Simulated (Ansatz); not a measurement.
# C3H7BSi: shift of H7 from B1 to C4, part 1 of 2

How high is the barrier for the shift of H7 from B1 to C4? Relax the two ends, then run a nudged elastic band between them. SMILES of the start: BC([SiH3])=C=C.

Program: Ansatz 0.2.0. Level of theory: RKS PBE0/def2-SVP. These are calculated values, not measurements.

## Step 1: The system as given

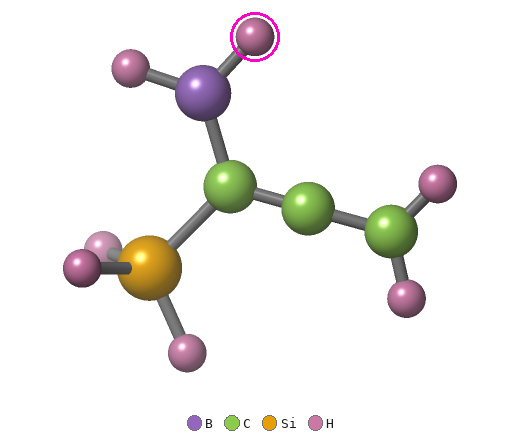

The starting structure, seen from a chosen angle (boron purple, carbon green, silicon amber, hydrogen pink). Ringed: H7.

Structure file:

```xyz
12

B     0.2445    1.7716   -0.3548
C     0.0411    0.3074    0.0129
Si    0.2965   -0.2341    1.7349
C    -0.2090   -0.5545   -0.8983
C    -0.6088   -1.4482   -1.8194
H     0.4931    2.6275    0.4541
H     0.0419    2.1771   -1.4746
H     0.1664   -1.6718    1.8480
H    -0.6123    0.4718    2.6804
H     1.7079    0.0983    2.1684
H    -0.7890   -1.1248   -2.8011
H    -0.6953   -2.4755   -1.5167
```

## Step 2: Relaxing end A

Contents of input.yaml:

```yaml
crystal:
  periodic: [false, false, false]
  atoms:
    - { symbol: B, position_ang: [0.2445, 1.7716, -0.3548] }
    - { symbol: C, position_ang: [0.0411, 0.3074, 0.0129] }
    - { symbol: Si, position_ang: [0.2965, -0.2341, 1.7349] }
    - { symbol: C, position_ang: [-0.209, -0.5545, -0.8983] }
    - { symbol: C, position_ang: [-0.6088, -1.4482, -1.8194] }
    - { symbol: H, position_ang: [0.4931, 2.6275, 0.4541] }
    - { symbol: H, position_ang: [0.0419, 2.1771, -1.4746] }
    - { symbol: H, position_ang: [0.1664, -1.6718, 1.848] }
    - { symbol: H, position_ang: [-0.6123, 0.4718, 2.6804] }
    - { symbol: H, position_ang: [1.7079, 0.0983, 2.1684] }
    - { symbol: H, position_ang: [-0.789, -1.1248, -2.8011] }
    - { symbol: H, position_ang: [-0.6953, -2.4755, -1.5167] }
basis:
  gaussian: { orbitals: def2-SVP }
hamiltonian:
  xc: pbe0
relax:
  f_tol: 0.02
  max_steps: 50
```

Started as:

```bash
$ ansatz run input.yaml --threads 2 --pin off --max-ram 3072MiB --backend cpu --events-out ev --progress --plain --runs-dir out
```

Log, cut to the lines that bear on the results:

```text
Warning: RAYON_NUM_THREADS=2 ignored (pool sized by the plan → 2); use --threads N
[...]
Functional definition: PBE0
[...]
1219 factors; integrals over basis functions are off by at most 6.2e-4 eV
[...]
mean field -11761.53906830 eV, -432.2285885024 hartree, gradient 3.9e-5 eV, S^2 0.000000; 0 other end points of the search recorded, 0 dependent functions left out
[...]
reference -11761.53909893 eV, -432.2285896283 hartree; 22, 22 occupied and 87, 87 virtual orbitals, 1219 factors
relax step   1: F+E_penalty+E_count = -11761.53906830 eV  Δ(F+E_penalty+E_count) = +0.000e0 eV  max|allowed force component| = 3.103e0 eV/Å  Δτ_max = 0.0000 Å  (29 SCF iters, accepted)
[...]
relax step   4: F+E_penalty+E_count = -11762.34826370 eV  Δ(F+E_penalty+E_count) = -2.822e-1 eV  max|allowed force component| = 1.259e0 eV/Å  Δτ_max = 0.1962 Å  (32 SCF iters, accepted)
[...]
relax step   7: F+E_penalty+E_count = -11762.97752896 eV  Δ(F+E_penalty+E_count) = -1.554e-1 eV  max|allowed force component| = 4.256e-1 eV/Å  Δτ_max = 0.2000 Å  (29 SCF iters, accepted)
[...]
relax step  10: F+E_penalty+E_count = -11763.07185595 eV  Δ(F+E_penalty+E_count) = -9.270e-4 eV  max|allowed force component| = 8.213e-2 eV/Å  Δτ_max = 0.0442 Å  (32 SCF iters, accepted)
[...]
relax step  13: F+E_penalty+E_count = -11763.07360298 eV  Δ(F+E_penalty+E_count) = -3.397e-4 eV  max|allowed force component| = 3.178e-2 eV/Å  Δτ_max = 0.0291 Å  (31 SCF iters, accepted)
[...]
1219 factors; integrals over basis functions are off by at most 6.9e-4 eV
[...]
mean field -11763.07385699 eV, -432.2849909465 hartree, gradient 2.5e-5 eV, S^2 0.000000; 1 other end points of the search recorded, 0 dependent functions left out
[...]
reference -11763.07388908 eV, -432.2849921259 hartree; 22, 22 occupied and 87, 87 virtual orbitals, 1219 factors
Total energy: -11763.07388908 eV, -432.2849921259 hartree
Atom 0 at     0.375899     1.761863    -0.420056 Å, force    -0.000261    -0.004046    -0.000489 eV/Å
Atom 1 at     0.090709     0.308402     0.026941 Å, force    -0.000855     0.003690     0.000422 eV/Å
Atom 2 at     0.222112    -0.214305     1.832047 Å, force    -0.001127    -0.002991     0.004507 eV/Å
Atom 3 at    -0.258308    -0.562180    -0.904947 Å, force     0.001818     0.003941    -0.002082 eV/Å
Atom 4 at    -0.603907    -1.417431    -1.828346 Å, force     0.001378    -0.004178     0.001341 eV/Å
Atom 5 at     0.694958     2.600603     0.393212 Å, force    -0.001154    -0.000039     0.000750 eV/Å
Atom 6 at     0.281128     2.065523    -1.585944 Å, force    -0.000013     0.000413    -0.000257 eV/Å
Atom 7 at    -0.050410    -1.675558     1.979094 Å, force    -0.000585     0.005357     0.000245 eV/Å
Atom 8 at    -0.762214     0.556800     2.651821 Å, force     0.003966    -0.002443    -0.002224 eV/Å
Atom 9 at     1.593051     0.088694     2.344870 Å, force    -0.002013    -0.001987    -0.003443 eV/Å
Atom 10 at    -1.655799    -1.563008    -2.092762 Å, force    -0.003615     0.000702    -0.001330 eV/Å
Atom 11 at     0.149782    -2.004603    -2.362130 Å, force     0.002459     0.001580     0.002559 eV/Å
Dipole moment:    -0.079248    -0.241283    -0.140538 e Å
```

It took 17 s on 2 threads of AMD EPYC 9R45 (Zen 5), shared host; peak memory 0.25 GiB.

Relaxation path:

```
step  energy from step 1 (eV)  largest force component (eV/Å)
   1                   0.0000                          3.1031
   2                  -0.2976                          0.9091
   3                  -0.5270                          1.3557
   4                  -0.8092                          1.2589
   5                  -1.0748                          1.0649
   6                  -1.2830                          0.7454
   7                  -1.4385                          0.4256
   8                  -1.5200                          0.2044
   9                  -1.5319                          0.1213
  10                  -1.5328                          0.0821
  11                  -1.5341                          0.0322
  12                  -1.5342                          0.0451
  13                  -1.5345                          0.0318
 14x                  -1.5343                          0.1213
  15                  -1.5348                          0.0054
```

Step 1 is the start. 1 step was tried and not accepted (marked x).

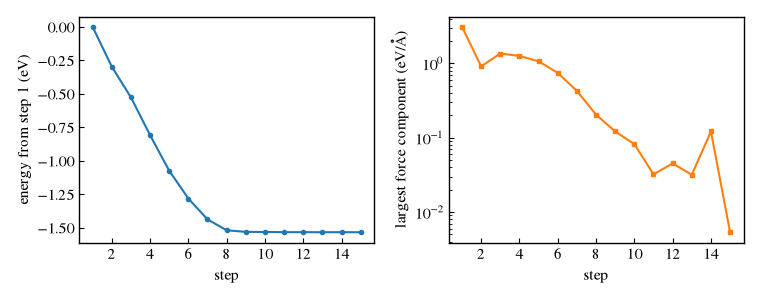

How energy and force went from step to step.

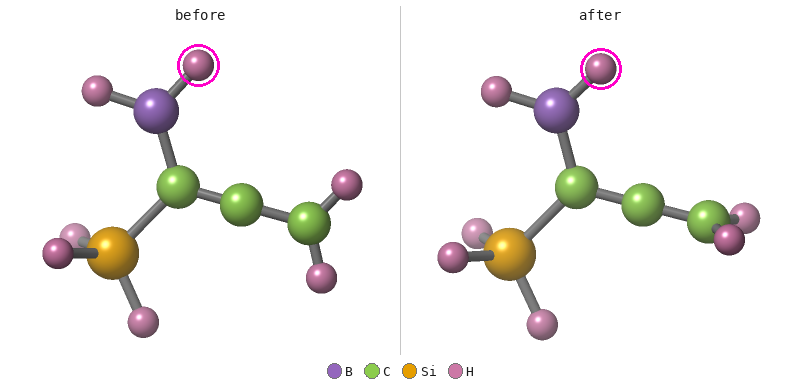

The structure before (left) and after (right), drawn at the same scale.

After: Bond lengths: B1–C2 1.547 Å, C2–Si3 1.884 Å, C2–C4 1.322 Å, C4–C5 1.305 Å, B1–H6 1.211 Å, B1–H7 1.209 Å, Si3–H8 1.494 Å, Si3–H9 1.495 Å, Si3–H10 1.495 Å, C5–H11 1.094 Å, C5–H12 1.094 Å. Angles (14 of 16 angles, heavy atoms first): B1–C2–Si3 121.6°, B1–C2–C4 117.6°, Si3–C2–C4 120.7°, C2–C4–C5 179.8°, C2–B1–H6 120.3°, C2–B1–H7 120.0°, C2–Si3–H8 110.7°, C2–Si3–H9 109.7°, C2–Si3–H10 109.7°, C4–C5–H11 120.8°, C4–C5–H12 120.9°, H6–B1–H7 119.6°, H8–Si3–H9 109.3°, H8–Si3–H10 109.4°.

## Step 3: Relaxing end B

The second end starts from a geometry with the move made by hand.

Edit input.yaml of step 2 so:

```diff
@@ -9,3 +9,3 @@
     - { symbol: H, position_ang: [0.4931, 2.6275, 0.4541] }
-    - { symbol: H, position_ang: [0.0419, 2.1771, -1.4746] }
+    - { symbol: H, position_ang: [0.7519, -0.17145, -1.24188] }
     - { symbol: H, position_ang: [0.1664, -1.6718, 1.848] }
@@ -22 +22,3 @@
   max_steps: 50
+output:
+  orbitals: {}
```

Started as:

```bash
$ ansatz run input.yaml --threads 2 --pin off --max-ram 3072MiB --backend cpu --events-out ev --progress --plain --runs-dir out
```

Log, cut to the lines that bear on the results:

```text
Warning: RAYON_NUM_THREADS=2 ignored (pool sized by the plan → 2); use --threads N
[...]
Functional definition: PBE0
[...]
1220 factors; integrals over basis functions are off by at most 6.2e-4 eV
[...]
mean field -11756.31436128 eV, -432.0365840611 hartree, gradient 2.1e-5 eV, S^2 0.000000; 0 other end points of the search recorded, 0 dependent functions left out
[...]
reference -11756.31439067 eV, -432.0365851410 hartree; 22, 22 occupied and 87, 87 virtual orbitals, 1220 factors
relax step   1: F+E_penalty+E_count = -11756.31436128 eV  Δ(F+E_penalty+E_count) = +0.000e0 eV  max|allowed force component| = 6.528e0 eV/Å  Δτ_max = 0.0000 Å  (36 SCF iters, accepted)
[...]
relax step   4: F+E_penalty+E_count = -11761.25307356 eV  Δ(F+E_penalty+E_count) = -1.109e0 eV  max|allowed force component| = 2.456e0 eV/Å  Δτ_max = 0.1967 Å  (33 SCF iters, accepted)
[...]
relax step   7: F+E_penalty+E_count = -11762.57356163 eV  Δ(F+E_penalty+E_count) = -2.110e-1 eV  max|allowed force component| = 3.478e-1 eV/Å  Δτ_max = 0.1999 Å  (32 SCF iters, accepted)
[...]
relax step  10: F+E_penalty+E_count = -11762.80373918 eV  Δ(F+E_penalty+E_count) = -4.866e-2 eV  max|allowed force component| = 3.455e-1 eV/Å  Δτ_max = 0.1963 Å  (31 SCF iters, accepted)
[...]
relax step  11: F+E_penalty+E_count = -11762.85618564 eV  Δ(F+E_penalty+E_count) = -5.245e-2 eV  max|allowed force component| = 3.995e-1 eV/Å  Δτ_max = 0.1952 Å  (29 SCF iters, accepted)
[...]
relax step  12: F+E_penalty+E_count = -11762.90914623 eV  Δ(F+E_penalty+E_count) = -5.296e-2 eV  max|allowed force component| = 3.248e-1 eV/Å  Δτ_max = 0.1996 Å  (29 SCF iters, accepted)
[...]
1220 factors; integrals over basis functions are off by at most 6.1e-4 eV
```

## Step 4: The output, continued: end point B relaxed

The log, continued, cut to the lines that bear on the results:

```text
mean field -11762.96391159 eV, -432.2809505275 hartree, gradient 2.5e-5 eV, S^2 0.000000; 0 other end points of the search recorded, 0 dependent functions left out
[...]
reference -11762.96394096 eV, -432.2809516070 hartree; 22, 22 occupied and 87, 87 virtual orbitals, 1220 factors
relax step  13: F+E_penalty+E_count = -11762.96391159 eV  Δ(F+E_penalty+E_count) = -5.477e-2 eV  max|allowed force component| = 1.499e-1 eV/Å  Δτ_max = 0.1996 Å  (29 SCF iters, accepted)
[...]
relax step  18: F+E_penalty+E_count = -11762.99422392 eV  Δ(F+E_penalty+E_count) = -2.561e-4 eV  max|allowed force component| = 3.672e-2 eV/Å  Δτ_max = 0.0184 Å  (24 SCF iters, accepted)
[...]
relax step  19: F+E_penalty+E_count = -11762.99427863 eV  Δ(F+E_penalty+E_count) = -5.471e-5 eV  max|allowed force component| = 1.734e-2 eV/Å  Δτ_max = 0.0104 Å  (24 SCF iters, accepted)
[...]
Atom 2 at     0.148843    -0.327206     1.531380 Å, force     0.003595    -0.005516     0.017345 eV/Å
Atom 3 at    -0.017052    -0.231220    -1.396920 Å, force     0.000802     0.006724    -0.008780 eV/Å
Atom 4 at    -0.045177    -1.566498    -1.524642 Å, force    -0.003842    -0.002966    -0.004201 eV/Å
Atom 5 at     0.169386     2.860718     0.879641 Å, force     0.000278    -0.004946    -0.000858 eV/Å
Atom 6 at    -0.061811     0.378074    -2.307261 Å, force     0.003021    -0.008491     0.009785 eV/Å
Atom 7 at    -1.072690    -1.139964     1.817881 Å, force     0.001856     0.000156    -0.005139 eV/Å
Atom 8 at     0.228332     0.774963     2.548754 Å, force    -0.001381     0.005080    -0.003110 eV/Å
Atom 9 at     1.363793    -1.185707     1.678977 Å, force    -0.002733    -0.000140    -0.005395 eV/Å
Atom 10 at    -0.110350    -2.034704    -2.509310 Å, force    -0.000695    -0.000876     0.003831 eV/Å
Atom 11 at    -0.005347    -2.238073    -0.660468 Å, force     0.002453    -0.000579    -0.002771 eV/Å
Dipole moment:     0.002826     0.118372     0.020588 e Å
```

It took 22 s on 2 threads of AMD EPYC 9R45 (Zen 5), shared host; peak memory 0.25 GiB.

The steps of the relaxation:

| step | energy from step 1 (eV) | largest force component (eV/Å) |
| --- | --- | --- |
| 1 | 0.0000 | 6.5285 |
| 2 | -2.2186 | 4.7938 |
| 3 | -3.8302 | 3.1031 |
| 4 | -4.9387 | 2.4563 |
| 5 | -5.6676 | 1.3837 |
| 6 | -6.0482 | 0.8626 |
| 7 | -6.2592 | 0.3478 |
| 8 | -6.3771 | 0.3136 |
| 9 | -6.4407 | 0.4004 |
| 10 | -6.4894 | 0.3455 |
| 11 | -6.5418 | 0.3995 |
| 12 | -6.5948 | 0.3248 |
| 13 | -6.6496 | 0.1499 |
| 14 | -6.6612 | 0.4344 |
| 15 | -6.6741 | 0.1296 |
| 16 | -6.6791 | 0.0619 |
| 17 | -6.6796 | 0.0827 |
| 18 | -6.6799 | 0.0367 |
| 19 | -6.6799 | 0.0173 |

Step 1 is the start.

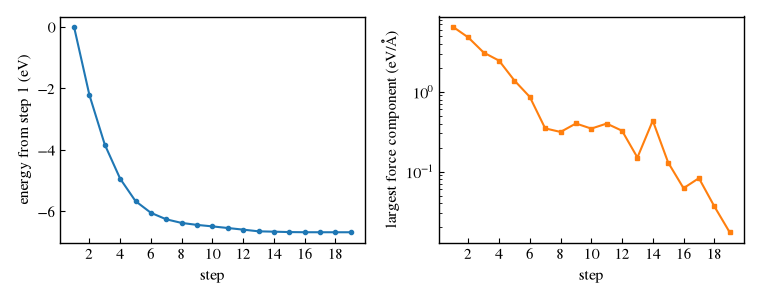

Energy and largest force along the relaxation.

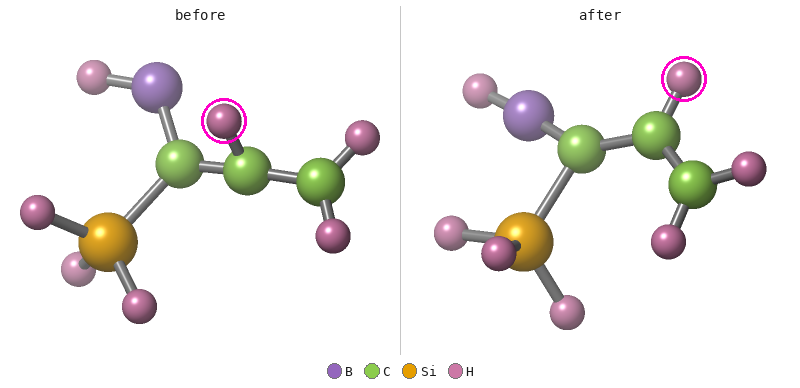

Before and after, at one scale.

After: Bond lengths: B1–C2 1.381 Å, C2–Si3 1.884 Å, C2–C4 1.452 Å, C4–C5 1.342 Å, B1–H6 1.187 Å, C4–H7 1.096 Å, Si3–H8 1.495 Å, Si3–H9 1.502 Å, Si3–H10 1.495 Å, C5–H11 1.092 Å, C5–H12 1.095 Å. Angles (14 of 16 angles, heavy atoms first): B1–C2–Si3 94.5°, B1–C2–C4 142.8°, Si3–C2–C4 122.7°, C2–C4–C5 126.3°, C2–B1–H6 176.0°, C2–Si3–H8 112.3°, C2–Si3–H9 106.3°, C2–Si3–H10 112.3°, C2–C4–H7 115.4°, C5–C4–H7 118.2°, C4–C5–H11 120.9°, C4–C5–H12 122.3°, H8–Si3–H9 108.2°, H8–Si3–H10 109.4°.

(Continued in part 2 of 2.)
